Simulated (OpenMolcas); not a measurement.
# Energy and gradient calculation, with input and output: C₂F₂ (part 1 of 3)

System: C₂F₂.
Method: HF/cc-pVTZ, RHF (OpenMolcas 26.06).

The geometry comes from this level: PBE0-D4/def2-TZVP.

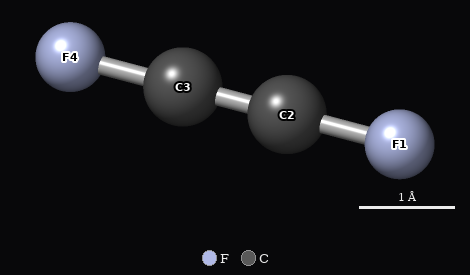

Fig. 1: The structure (ball-and-stick view, seen at an oblique angle; atoms are numbered from 1 in the order of the input).

### Input
```
* C2F2 Hartree-Fock

&GATEWAY
 BasLib=$CurrDir
 Coord
 4
 angstrom
 F       -0.136400       0.128000       1.852800
 C       -0.033700       0.030200       0.583200
 C        0.061400      -0.060400      -0.593400
 F        0.164100      -0.158200      -1.863000
 Basis=cc-pVTZ
 Group=NoSym

&SEWARD

&SCF
 Thresholds=1e-10 1e-07 1e-07 1e-05
 PrOrbitals=1

&ALASKA
```

Machine: 1 thread of AMD EPYC (Zen 3), 64 GiB of memory available, shared host.

Run as:
```bash
export MOLCAS_MEM=1860
pymolcas mol.input > mol.log
```

### Log
```
--- Start Module: gateway ---

                                              &GATEWAY

                       available to each process: 1.9 GB of memory, 1 thread

 Basis Set     1 Label: F.CC-PVTZ
 Basis set is read from library:.
 basistype.tbl is not found

 Basis Set     2 Label: C.CC-PVTZ
 Basis set is read from library:.
 basistype.tbl is not found

 Basis Set     3 Label: F.CC-PVTZ
 Basis set is read from library:.
 basistype.tbl is not found

++    Symmetry information:
      ---------------------

                    Character Table for C1

                             E
                    a        1  x, y, xy, Rz, z, xz, Ry, yz, Rx, I
--

++    Basis set information:
      ----------------------

      Basis set label: F.CC-PVTZ.........

      Electronic valence basis set:
      ------------------
      Associated Effective Charge   9.000000 au
      Associated Actual Charge      9.000000 au
      Nuclear Model: Point charge

      Shell  nPrim  nBasis  Cartesian Spherical Contaminant
         s      10       4        X
         p       5       3        X
         d       2       2                 X
         f       1       1                 X

      Basis set label: C.CC-PVTZ.........

      Electronic valence basis set:
      ------------------
      Associated Effective Charge   6.000000 au
      Associated Actual Charge      6.000000 au
      Nuclear Model: Point charge

      Shell  nPrim  nBasis  Cartesian Spherical Contaminant
         s      10       4        X
         p       5       3        X
         d       2       2                 X
         f       1       1                 X

      Basis set label: F.CC-PVTZ.........

      Electronic valence basis set:
      ------------------
      Associated Effective Charge   9.000000 au
      Associated Actual Charge      9.000000 au
      Nuclear Model: Point charge

      Shell  nPrim  nBasis  Cartesian Spherical Contaminant
         s      10       4        X
         p       5       3        X
         d       2       2                 X
         f       1       1                 X
--

++    Molecular structure info:
      -------------------------

                    ************************************************
                    **** Cartesian Coordinates / bohr, angstrom ****
                    ************************************************

     Center  Label                x              y              z                     x              y              z
        1      F1              -0.257759       0.241885       3.501285             -0.136400       0.128000       1.852800
        2      C2              -0.063684       0.057070       1.102088             -0.033700       0.030200       0.583200
        3      C3               0.116029      -0.114139      -1.121363              0.061400      -0.060400      -0.593400
        4      F4               0.310104      -0.298955      -3.520560              0.164100      -0.158200      -1.863000

                    ***************************************
                    *    InterNuclear Distances / bohr    *
                    ***************************************

               1 F1            2 C2            3 C3            4 F4
    1 F1       0.000000
    2 C2       2.414118        0.000000
    3 C3       4.651381        2.237263        0.000000
    4 F4       7.065499        4.651381        2.414118        0.000000

                    *******************************************
                    *    InterNuclear Distances / angstrom    *
                    *******************************************

               1 F1            2 C2            3 C3            4 F4
    1 F1       0.000000
    2 C2       1.277496        0.000000
    3 C3       2.461405        1.183909        0.000000
    4 F4       3.738901        2.461405        1.277496        0.000000

                    **************************************
                    *    Valence Bond Angles / degree    *
                    **************************************
                          Atom centers                 Phi
                      1 F1       2 C2       3 C3       180.00
                      2 C2       3 C3       4 F4       180.00

           ***************************************************************
           *              Valence Dihedral Angles / degree               *
           ***************************************************************
                    Atom centers                       Phi1     Phi2     Theta
           1 F1       2 C2       3 C3       4 F4        180.00   180.00   180.00
--

            Nuclear Potential Energy             95.51099693 au

--- Stop Module: gateway /rc=_RC_ALL_IS_WELL_ ---

--- Start Module: seward ---

                                              &SEWARD

                       available to each process: 1.9 GB of memory, 1 thread

               SEWARD will generate:
                  Multipole Moment integrals up to order  2
                  Kinetic Energy integrals
                  Nuclear Attraction integrals (point charge)
                  One-Electron Hamiltonian integrals
                  Velocity integrals
                  Orbital angular momentum around (  0.0262  -0.0285  -0.0096 )
                  Velocity quadrupole around (  0.0262  -0.0285  -0.0096 )
                  Two-Electron Repulsion integrals

                   Integrals are discarded if absolute value <: 1.00E-14
                   Integral cutoff threshold is set to       <: 1.00E-16

            Nuclear Potential Energy             95.51099693 au

      Basis set specifications :
      Symmetry species         a
      Basis functions          120

--- Stop Module: seward /rc=_RC_ALL_IS_WELL_ ---
--- Module seward spent 11 seconds ---

--- Start Module: scf ---

                                                &SCF

                       available to each process: 1.9 GB of memory, 1 thread

++    Input section:
      --------------

      Header of the integral files:

      Cartesian coordinates in angstrom:
      -----------------------------------------------------
      No.  Label        X            Y            Z
      -----------------------------------------------------
       1   F1        -0.13640000   0.12800000   1.85280000
       2   C2        -0.03370000   0.03020000   0.58320000
       3   C3         0.06140000  -0.06040000  -0.59340000
       4   F4         0.16410000  -0.15820000  -1.86300000
      -----------------------------------------------------
      Nuclear repulsion energy =   95.51099693
--

++    Orbital specifications:
      -----------------------

      Symmetry species               1
                                     a
      Frozen orbitals                0
      Occupied orbitals             15
      Secondary orbitals           105
      Deleted orbitals               0
      Total number of orbitals     120
      Number of basis functions    120
--

      Molecular charge                           0.000

++    Optimization specifications:
      ----------------------------

      SCF Algorithm: Conventional
      Minimized density differences are used
      Number of density matrices in core                 5
      Maximum number of NDDO SCF iterations            400
      Maximum number of HF SCF iterations              400
      Threshold for SCF energy change             1.00E-10
      Threshold for density matrix                1.00E-07
      Threshold for Fock matrix                   1.00E-07
      Threshold for linear dependence             1.00E-09
      Threshold at which DIIS is turned on        1.50E-01
      Maximum depth in the DIIS procedure                5
      Maximum depth in the BFGS Hessian update          30
      Threshold at which QNR/C2DIIS is turned on  7.50E-02
      Threshold for Norm(delta) (QNR/C2DIIS)      1.00E-05
      All orbitals punched on: SCFORB
--

      Input vectors read from INPORB
      Orbital file label: *Guess orbitals

++ Convergence information
                                   SCF        iterations: Energy and convergence statistics

Iter     Tot. SCF        One-elec.       Two-elec.     Energy      Max Dij or  Max Fij      DNorm      TNorm      AccCon     Time
         Energy          Energy          Energy        Change      Delta Norm                                                in Sec.
   1  -274.176695242  -566.422733250   196.735041079   0.00E+00    2.30E-01*   1.81E-01*    7.90E+00   1.61E+02   None         1.
   2  -274.525092168  -569.235576349   199.199487251  -3.48E-01*   1.21E-01*   6.04E-02*    3.14E+00   1.63E+02   EDIIS        1.
   3  -274.556033342  -569.471506798   199.404476527  -3.09E-02*   1.82E-02*   2.24E-02*    1.02E+00   1.63E+02   c2DIIS       1.
   4  -274.567612944  -568.974743981   198.896134108  -1.16E-02*   1.04E-02*   4.20E-03*    2.00E-01   1.63E+02   QNRc2DIIS    1.
   5  -274.567875336  -569.141047053   199.062174787  -2.62E-04*   3.91E-03*   2.52E-03*    4.89E-02   1.63E+02   QNRc2DIIS    1.
   6  -274.567937059  -569.087556086   199.008622098  -6.17E-05*   8.87E-04*   3.34E-04*    6.80E-03   1.63E+02   QNRc2DIIS    1.
   7  -274.567938842  -569.075418585   198.996482814  -1.78E-06*   2.68E-04*   1.26E-04*    1.21E-03   1.63E+02   QNRc2DIIS    1.
   8  -274.567939074  -569.077841815   198.998905812  -2.32E-07*   1.02E-04*   4.48E-05*    4.24E-04   1.63E+02   QNRc2DIIS    1.
   9  -274.567939094  -569.078610151   198.999674128  -1.99E-08*   9.62E-06    3.55E-06*    1.13E-04   1.63E+02   QNRc2DIIS    1.
  10  -274.567939094  -569.078609740   198.999673717  -2.32E-10*   9.11E-07    4.15E-07*    5.34E-05   1.63E+02   QNRc2DIIS    1.
  11  -274.567939094  -569.078607106   198.999671082  -2.39E-12    1.45E-07    5.59E-08     7.72E-05   1.63E+02   QNRc2DIIS    1.

       Convergence after  11 Iterations
--

 *****************************************************************************************************************************
 *                                             SCF/KS-DFT Program, Final results                                             *
 *                                                       Final Results                                                       *
 *****************************************************************************************************************************

::    Total SCF energy                               -274.5679390944
      One-electron energy                            -569.0786071055
      Two-electron energy                             198.9996710820
      Nuclear repulsion energy                         95.5109969292
      Kinetic energy (interpolated)                   274.2603514174
      Virial theorem                                    1.0011215171
      Total spin, S(S+1)                                0.0000000000
      Total spin, S                                     0.0000000000
      Max non-diagonal density matrix element           0.0000001006
      Max non-diagonal Fock matrix element              0.0000000134

      All orbitals with orbital energies smaller than  E(LUMO)+0.5 are printed

++    Molecular orbitals:
      -------------------

      Title: SCF orbitals

      Molecular orbitals for symmetry species 1: a

          Orbital            1         2         3         4         5         6         7         8         9        10
          Energy          -26.3836  -26.3836  -11.3454  -11.3413   -1.7063   -1.7044   -1.0728   -0.8763   -0.8339   -0.7708
          Occ. No.          2.0000    2.0000    2.0000    2.0000    2.0000    2.0000    2.0000    2.0000    2.0000    2.0000

        1 F1     1s         0.7064   -0.7064    0.0002    0.0001   -0.0013    0.0008    0.0001    0.0020   -0.0033   -0.0000
        2 F1     1s         0.0008   -0.0008   -0.0002   -0.0001   -0.0038    0.0046   -0.0013    0.0047   -0.0037    0.0000
        3 F1     1s        -0.0018    0.0016    0.0011   -0.0002    0.6523   -0.6567   -0.1489    0.2125   -0.1672   -0.0000
        4 F1     1s         0.0005    0.0002    0.0031   -0.0013   -0.0342    0.0293   -0.0427    0.0737   -0.0511   -0.0000
        5 F1     2px       -0.0002    0.0002    0.0001   -0.0000    0.0004   -0.0007   -0.0002   -0.0004    0.0003    0.0023
        6 F1     2px        0.0002   -0.0002    0.0000   -0.0000    0.0058   -0.0057    0.0125   -0.0442    0.0438    0.2644
        7 F1     2px       -0.0001    0.0001    0.0001   -0.0000   -0.0018    0.0014   -0.0021    0.0037   -0.0024   -0.0040
        8 F1     2py        0.0002   -0.0002   -0.0001    0.0000   -0.0004    0.0007    0.0002    0.0004   -0.0003    0.0049
        9 F1     2py       -0.0002    0.0002   -0.0000    0.0000   -0.0056    0.0054   -0.0119    0.0421   -0.0417    0.5653
       10 F1     2py        0.0001   -0.0001   -0.0001    0.0000    0.0017   -0.0013    0.0020   -0.0035    0.0022   -0.0085
       11 F1     2pz        0.0028   -0.0028   -0.0011    0.0001   -0.0054    0.0092    0.0030    0.0052   -0.0036   -0.0002
       12 F1     2pz       -0.0029    0.0029   -0.0002    0.0006   -0.0720    0.0704   -0.1552    0.5464   -0.5411   -0.0222
       13 F1     2pz        0.0011   -0.0014   -0.0014    0.0002    0.0225   -0.0170    0.0256   -0.0452    0.0292    0.0003
       14 F1     3d2-      -0.0000    0.0000   -0.0000    0.0000   -0.0000    0.0000   -0.0000    0.0001   -0.0001    0.0001
       15 F1     3d2-       0.0000   -0.0000   -0.0000   -0.0000   -0.0001    0.0001   -0.0000    0.0002   -0.0002    0.0005
       16 F1     3d1-       0.0000   -0.0000    0.0000   -0.0000    0.0003   -0.0003    0.0003   -0.0008    0.0008   -0.0033
       17 F1     3d1-      -0.0001    0.0001    0.0000    0.0000    0.0008   -0.0012    0.0002   -0.0025    0.0025   -0.0121
       18 F1     3d0        0.0000   -0.0000    0.0001   -0.0001    0.0024   -0.0022    0.0023   -0.0062    0.0058    0.0002
       19 F1     3d0       -0.0005    0.0006    0.0002    0.0001    0.0062   -0.0089    0.0014   -0.0188    0.0188    0.0008
       20 F1     3d1+      -0.0000    0.0000   -0.0000    0.0000   -0.0003    0.0003   -0.0003    0.0009   -0.0008   -0.0016
       21 F1     3d1+       0.0001   -0.0001   -0.0000   -0.0000   -0.0009    0.0013   -0.0002    0.0027   -0.0026   -0.0057
       22 F1     3d2+       0.0000   -0.0000    0.0000   -0.0000    0.0000   -0.0000    0.0000   -0.0000    0.0000    0.0004
       23 F1     3d2+      -0.0000    0.0000    0.0000    0.0000    0.0000   -0.0000    0.0000   -0.0000    0.0000    0.0014
       24 F1     4f3-       0.0000   -0.0000    0.0000   -0.0000   -0.0000    0.0000   -0.0000    0.0000   -0.0000   -0.0000
       25 F1     4f2-      -0.0000    0.0000   -0.0000    0.0000    0.0000   -0.0001    0.0000   -0.0001    0.0001   -0.0002
       26 F1     4f1-       0.0000   -0.0000    0.0000   -0.0000   -0.0003    0.0004   -0.0001    0.0008   -0.0008    0.0026
       27 F1     4f0        0.0001   -0.0001    0.0001   -0.0001   -0.0018    0.0021   -0.0004    0.0041   -0.0040   -0.0003
       28 F1     4f1+      -0.0000    0.0000   -0.0000    0.0000    0.0004   -0.0004    0.0001   -0.0008    0.0008    0.0013
       29 F1     4f2+       0.0000   -0.0000    0.0000   -0.0000   -0.0000    0.0000   -0.0000    0.0000   -0.0000   -0.0005
       30 F1     4f3+       0.0000   -0.0000    0.0000   -0.0000   -0.0000    0.0000   -0.0000    0.0000   -0.0000    0.0000
       31 C2     1s         0.0003   -0.0000    0.7058   -0.7070   -0.0125    0.0036   -0.0271    0.0007    0.0050   -0.0000
       32 C2     1s        -0.0003    0.0006    0.0020   -0.0014    0.0014    0.0029   -0.0067    0.0017    0.0043   -0.0000
       33 C2     1s         0.0011   -0.0002    0.0000   -0.0015    0.1500   -0.1602    0.6142   -0.3320   -0.0061    0.0000
       34 C2     1s        -0.0006   -0.0043   -0.0023   -0.0079   -0.0472    0.0248   -0.1561   -0.1436   -0.0208    0.0000
       35 C2     2px       -0.0002    0.0002    0.0005   -0.0005    0.0003   -0.0028   -0.0064   -0.0023    0.0043   -0.0039
       36 C2     2px        0.0001    0.0000   -0.0004    0.0004   -0.0092    0.0107    0.0271    0.0197   -0.0379    0.0997
       37 C2     2px        0.0001   -0.0002    0.0001   -0.0004    0.0035   -0.0044   -0.0071   -0.0146    0.0139   -0.0196
       38 C2     2py        0.0002   -0.0002   -0.0005    0.0004   -0.0003    0.0027    0.0061    0.0022   -0.0041   -0.0083
       39 C2     2py       -0.0001   -0.0000    0.0004   -0.0003    0.0088   -0.0102   -0.0259   -0.0188    0.0361    0.2132
       40 C2     2py       -0.0001    0.0002   -0.0001    0.0004   -0.0034    0.0042    0.0068    0.0139   -0.0132   -0.0420
       41 C2     2pz        0.0020   -0.0027   -0.0062    0.0058   -0.0040    0.0348    0.0794    0.0286   -0.0537    0.0003
       42 C2     2pz       -0.0008   -0.0001    0.0052   -0.0043    0.1140   -0.1329   -0.3359   -0.2438    0.4685   -0.0084
       43 C2     2pz       -0.0008    0.0022   -0.0018    0.0050   -0.0437    0.0541    0.0878    0.1809   -0.1716    0.0016
       44 C2     3d2-      -0.0000    0.0000   -0.0000    0.0000   -0.0001    0.0002   -0.0002    0.0002   -0.0001   -0.0003
       45 C2     3d2-      -0.0000    0.0000    0.0000    0.0000   -0.0002    0.0002   -0.0001    0.0003   -0.0002   -0.0004
       46 C2     3d1-       0.0001   -0.0000    0.0001   -0.0001    0.0018   -0.0019    0.0026   -0.0021    0.0007    0.0074
       47 C2     3d1-       0.0001   -0.0001   -0.0003   -0.0000    0.0020   -0.0026    0.0017   -0.0040    0.0022    0.0090
       48 C2     3d0        0.0004   -0.0002    0.0006   -0.0009    0.0135   -0.0145    0.0190   -0.0156    0.0056   -0.0005
       49 C2     3d0        0.0008   -0.0006   -0.0022   -0.0002    0.0150   -0.0196    0.0126   -0.0299    0.0160   -0.0006
       50 C2     3d1+      -0.0001    0.0000   -0.0001    0.0001   -0.0019    0.0020   -0.0027    0.0022   -0.0008    0.0035
       51 C2     3d1+      -0.0001    0.0001    0.0003    0.0000   -0.0021    0.0028   -0.0018    0.0042   -0.0023    0.0043
       52 C2     3d2+       0.0000   -0.0000    0.0000   -0.0000    0.0000   -0.0000    0.0000   -0.0000    0.0000   -0.0009
       53 C2     3d2+       0.0000   -0.0000   -0.0000   -0.0000    0.0000   -0.0000    0.0000   -0.0000    0.0000   -0.0010
       54 C2     4f3-       0.0000   -0.0000   -0.0000    0.0000    0.0000   -0.0000   -0.0000   -0.0000    0.0000   -0.0000
       55 C2     4f2-      -0.0000    0.0000    0.0000   -0.0000   -0.0002    0.0001    0.0000    0.0000   -0.0002   -0.0007
       56 C2     4f1-       0.0001   -0.0001   -0.0001    0.0000    0.0014   -0.0005   -0.0004   -0.0003    0.0018    0.0097
       57 C2     4f0        0.0006   -0.0006   -0.0007    0.0001    0.0075   -0.0029   -0.0019   -0.0018    0.0092   -0.0009
       58 C2     4f1+      -0.0001    0.0001    0.0001   -0.0000   -0.0015    0.0006    0.0004    0.0004   -0.0019    0.0047
       59 C2     4f2+       0.0000   -0.0000   -0.0000    0.0000    0.0000   -0.0000   -0.0000   -0.0000    0.0000   -0.0018
       60 C2     4f3+       0.0000   -0.0000   -0.0000    0.0000    0.0000   -0.0000   -0.0000   -0.0000    0.0000    0.0001
```
